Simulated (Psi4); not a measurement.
# CH7BNP (SMILES CB(N)P), step by step, part 2 of 2

Psi4 1.11.

**5. The doublet anion: the energy at UPBE/def2-SVPD (density fitting) (run 4)**

ch7bnp.py reads:

```python
import psi4

psi4.set_memory('1600 MB')
psi4.set_num_threads(1)
psi4.set_output_file('run.log', False)

m = psi4.geometry("""
-1 2
C     -2.07199966     1.77751041    -0.24795285
B      0.01238527    -0.31885538     0.20825160
N      0.81508990    -0.91483342     2.67184786
P      1.26277925    -2.31075333    -2.63336737
H     -3.65055403     1.06226986    -1.42694542
H     -2.88937802     2.53046800     1.52898308
H     -1.26230304     3.39772190    -1.30604642
H      2.16637258    -2.21899011     3.08857972
H      0.07895654    -0.05459230     4.23173930
H      3.81721654    -2.69471733    -1.78070971
H      1.89060107    -0.22335051    -4.25295903
units bohr
symmetry c1
""")

psi4.set_options(dict(reference='uks'))

E = psi4.energy('pbe/def2-SVPD', molecule=m)
print('E =', round(E, 9))
```

On the command line:

```sh
$ python ch7bnp.py
```

run.log:

```text
[...]
  Running in c1 symmetry.
[...]
  Nuclear repulsion =  146.439146154939039
[...]
  Multiplicity = 2
[...]
  Nalpha       = 21
  Nbeta        = 20
[...]
    Number of basis functions: 140
[...]
   @DF-UKS iter   1:  -461.84649250528196    3.56207e-01   8.95407e-03 ADIIS/DIIS
[...]
   @DF-UKS iter  12:  -462.77783196976907   -3.27769e-08   7.38205e-07 DIIS
[...]
   @S^2 Observed:                7.502775915E-01
[...]
    Orbital Energies [Eh]
    ---------------------
    Alpha Occupied:
       1A    -76.125538     2A    -13.840355     3A     -9.729405
       4A     -6.361677     5A     -6.137212     6A     -4.360168
       7A     -4.358164     8A     -4.354469     9A     -0.623992
      10A     -0.472146    11A     -0.412627    12A     -0.301919
      13A     -0.296315    14A     -0.217090    15A     -0.206480
      16A     -0.180618    17A     -0.166061    18A     -0.130892
      19A     -0.102631    20A     -0.067018    21A      0.091953
    Alpha Virtual:
      22A      0.123757    23A      0.140854    24A      0.148848
      25A      0.150987    26A      0.172113    27A      0.179888
[...]
  @DF-UKS Final Energy:  -462.77783196976907
   => Energetics <=
    Nuclear Repulsion Energy =            146.4391461549390385
    One-Electron Energy =                -931.8200984969256524
    Two-Electron Energy =                 364.5603040248107618
    DFT Exchange-Correlation Energy =     -41.9571836525932582
    Empirical Dispersion Energy =           0.0000000000000000
    VV10 Nonlocal Energy =                  0.0000000000000000
    Total Energy =                       -462.7778319697690677
[...]
 Multipole Moments:
 ------------------------------------------------------------------------------------
     Multipole            Electronic (a.u.)      Nuclear  (a.u.)        Total (a.u.)
 ------------------------------------------------------------------------------------
 L = 1.  Multiply by 2.5417464519 to convert [e a0] to [Debye]
 Dipole X            :          1.3451718           -1.4049554           -0.0597837
 Dipole Y            :         -4.4104785            4.3192687           -0.0912098
 Dipole Z            :         -3.3263348            2.6926073           -0.6337275
 Magnitude           :                                                    0.6430427
[...]
```

On the terminal:

```text
E = -462.77783197
```

Wall time 23 s (1 thread of Intel Xeon 6975P-C (Granite Rapids), shared host); peak memory 1.1 GiB.

**6. The doublet anion: a structure relaxation at UPBE/def2-SVPD (density fitting) (run 5)**

run.py reads:

```python
import psi4

psi4.set_memory('1600 MB')
psi4.set_num_threads(1)
psi4.core.set_output_file('output.dat', False)

m = psi4.geometry("""
-1 2
C     -1.096455     0.940618    -0.131211
B      0.006554    -0.168731     0.110202
N      0.431327    -0.484109     1.413881
P      0.668234    -1.222798    -1.393518
H     -1.931790     0.562129    -0.755107
H     -1.528993     1.339066     0.809103
H     -0.667982     1.797997    -0.691130
H      1.146395    -1.174239     1.634406
H      0.041782    -0.028889     2.239340
H      2.019984    -1.425983    -0.942311
H      1.000463    -0.118192    -2.250569
symmetry c1
""")

psi4.set_options({
    'basis': 'def2-SVPD',
    'reference': 'uks',
    'geom_maxiter': 50,
})

E, wfn = psi4.optimize('PBE', molecule=m, return_wfn=True)
print(f'total energy {E:.8f} hartree = {E * 27.211386:.5f} eV')
print(m.to_string(dtype='xyz', units='Angstrom'))
for k, v in sorted(psi4.core.scalar_variables().items()):
    print(f'{k:45s} {v:18.10f}')
```

On the command line:

```sh
$ python run.py
```

output.dat (excerpt; [...] marks lines left out):

```text
[...]
  Running in c1 symmetry.
[...]
  Nuclear repulsion =  146.439146108876827
[...]
  Multiplicity = 2
[...]
  Nalpha       = 21
  Nbeta        = 20
[...]
    Number of basis functions: 140
[...]
   @DF-UKS iter   1:  -461.84649247198939    3.56207e-01   8.95407e-03 ADIIS/DIIS
[...]
   @DF-UKS iter   8:  -462.77922832644316   -1.29603e-11   9.20815e-09 DIIS
[...]
   @S^2 Observed:                7.503663865E-01
[...]
  @DF-UKS Final Energy:  -462.77922832644316
   => Energetics <=
    Nuclear Repulsion Energy =            146.6650123459328938
    One-Electron Energy =                -932.3835819129781157
    Two-Electron Energy =                 364.8862427466257259
    DFT Exchange-Correlation Energy =     -41.9469015060235861
    Empirical Dispersion Energy =           0.0000000000000000
    VV10 Nonlocal Energy =                  0.0000000000000000
    Total Energy =                       -462.7792283264431603
[...]
 Multipole Moments:
[...]
  -Total Gradient:
     Atom            X                  Y                   Z
    ------   -----------------  -----------------  -----------------
       1        0.000061053743    -0.000048355937    -0.000052590185
       2        0.000028980906    -0.000070901808     0.000120576509
       3       -0.000033294515     0.000006774225    -0.000137174713
       4       -0.000009448460     0.000103123931     0.000056962407
       5       -0.000033145804    -0.000000738542    -0.000012499293
       6       -0.000008536292     0.000013579429     0.000004958051
       7       -0.000020494182     0.000036117301    -0.000019559848
       8        0.000006159504    -0.000022157191     0.000035862528
       9       -0.000026713502     0.000012143146     0.000039902336
      10       -0.000035303965    -0.000010810324    -0.000051276758
      11        0.000011683456    -0.000022686546    -0.000004844523
[...]
```

Run time: 2.1 min. Hardware: 1 thread of Intel Xeon 6975P-C (Granite Rapids), shared host; peak memory 1.2 GiB.

The path in brief:

```
step  energy from the first frame kept (eV)  largest force (eV/Å)
   0                                 0.0000                0.4758
   1                                -0.0302                0.1799
   2                                -0.0351                0.0645
   3                                -0.0369                0.0371
   4                                -0.0378                0.0288
   5                                -0.0379                0.0121
   6                                -0.0380                0.0096
   7                                -0.0380                0.0073
```

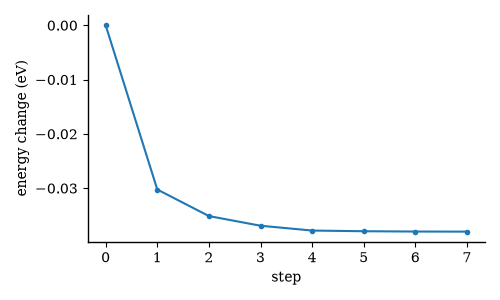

Energy along the run.

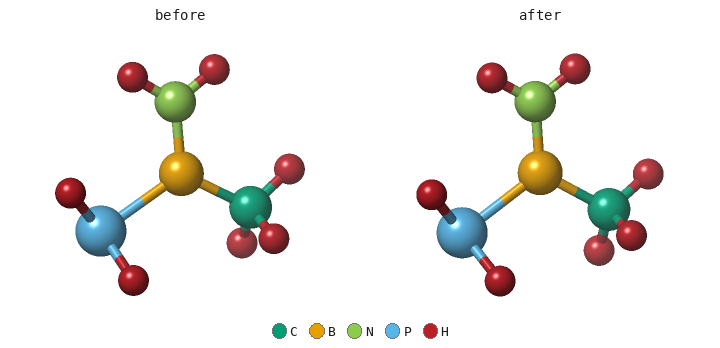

Before and after, at one scale.

After the run. Bond lengths: C1–B2 1.584 Å, B2–N3 1.402 Å, B2–P4 1.946 Å, C1–H5 1.112 Å, C1–H6 1.110 Å, C1–H7 1.120 Å, N3–H8 1.025 Å, N3–H9 1.024 Å, P4–H10 1.454 Å, P4–H11 1.469 Å. Some angles: C1–B2–N3 123.0°, C1–B2–P4 115.7°, N3–B2–P4 121.3°, B2–C1–H5 111.6°, B2–C1–H6 114.0°, B2–C1–H7 108.4°, B2–N3–H8 123.5°, B2–N3–H9 122.5°, B2–P4–H10 97.6°, B2–P4–H11 94.8°.

**7. Outcome**

What follows sums up all 2 parts.

| quantity | value |
| --- | --- |
| run 1, PBE/def2-SVPD: total energy at the end | -462.81389 Eh |
| run 1, PBE/def2-SVPD: dipole moment | 2.24 D |
| run 1, PBE/def2-SVPD: HOMO energy | -5.79 eV |
| run 1, PBE/def2-SVPD: LUMO energy | -0.76 eV |
| run 1, PBE/def2-SVPD: HOMO–LUMO gap | 5.03 eV |
| doublet cation, run 2: total energy | -462.48703 Eh |
| doublet cation, run 2: HOMO energy (highest over α and β) | -12.60 eV |
| doublet cation, run 2: LUMO energy (lowest over α and β) | -11.90 eV |
| doublet cation, run 2: ⟨S²⟩ | 0.754 |
| doublet cation, run 3: total energy at the end | -462.50935 Eh |
| doublet cation, run 3: HOMO energy (highest over α and β) | -12.11 eV |
| doublet cation, run 3: LUMO energy (lowest over α and β) | -10.64 eV |
| doublet cation, run 3: ⟨S²⟩ | 0.755 |
| doublet anion, run 4: total energy | -462.77783 Eh |
| doublet anion, run 4: HOMO energy (highest over α and β) | 2.50 eV |
| doublet anion, run 4: LUMO energy (lowest over α and β) | 2.94 eV |
| doublet anion, run 4: ⟨S²⟩ | 0.750 |
| doublet anion, run 5: total energy at the end | -462.77923 Eh |
| doublet anion, run 5: HOMO energy (highest over α and β) | 2.46 eV |
| doublet anion, run 5: LUMO energy (lowest over α and β) | 2.89 eV |
| doublet anion, run 5: ⟨S²⟩ | 0.750 |
| adiabatic electron affinity (to the doublet anion, no zero-point term) | -0.943 eV |
| adiabatic ionisation energy (to the doublet cation, no zero-point term) | 8.287 eV |

In words: The adiabatic electron affinity (to the doublet anion, no zero-point term) is −0.94 eV (−91.0 kJ/mol). A negative value puts this state of the anion above the relaxed parent: the electron is not bound at this level, and such a value depends on the basis. The adiabatic ionisation energy (to the doublet cation, no zero-point term) is 8.29 eV (191 kcal/mol). The optimisation (run 1, PBE/def2-SVPD) took 5 steps and changed the energy by -0.033 eV. The optimisation (doublet cation, run 3) took 10 steps and changed the energy by -0.607 eV. The HOMO (doublet anion, run 4) lies at positive energy, 2.50 eV, as semi-local functionals often give for anions; only total energies tell whether the electron is bound.
